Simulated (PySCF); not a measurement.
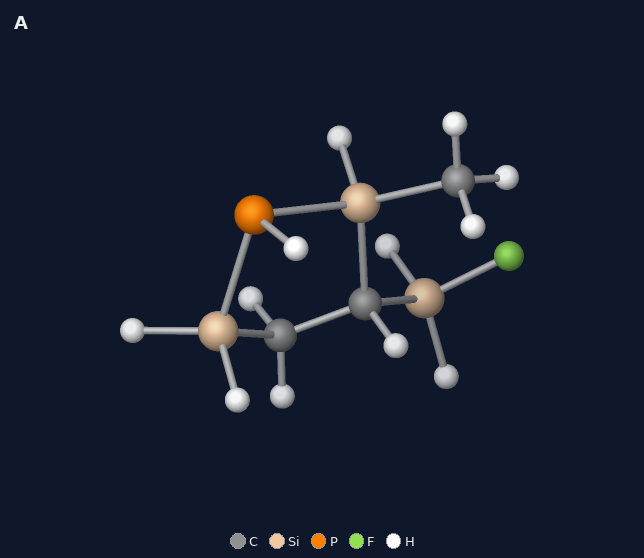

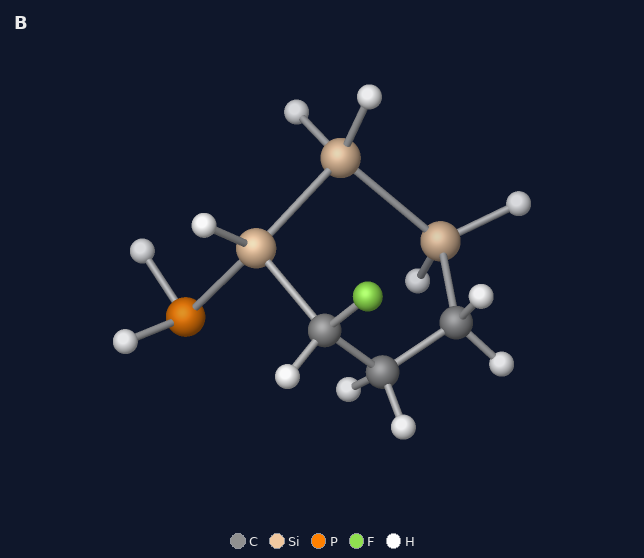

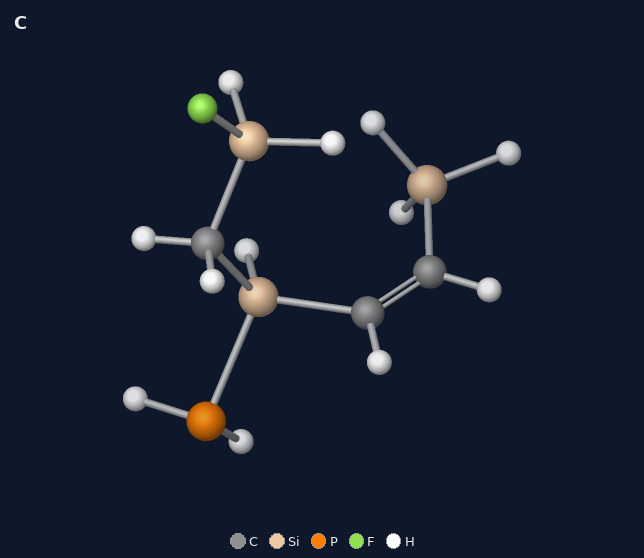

3 stationary structures of one formula. Geometries: GFN2-xTB. Electronic energies: PBE0/pcSseg-1 (PySCF 2.14.0), without zero-point energy. No frequency run is at hand to confirm each as a minimum. Each is one conformer, not always the lowest.

Question: How are they related?

Answer: They are constitutional isomers of C3H12FPSi3: A `C[Si@@H]1P[SiH2]C[C@H]1[SiH2]F`, B `F[C@@H]1CC[SiH2][SiH2][Si@H]1P`, C `F[SiH2]C[Si@H](P)/C=C\[SiH3]`.

Question: Which structure is the most stable?

Answer: A is lowest; C lies 1.703 eV above it, B lies 2.569 eV above it.

The geometry is semi-empirical. Around P, Si such bond lengths and angles can be off by a tenth of an ångström or more and by several degrees, and values that hang on the shape move with them.
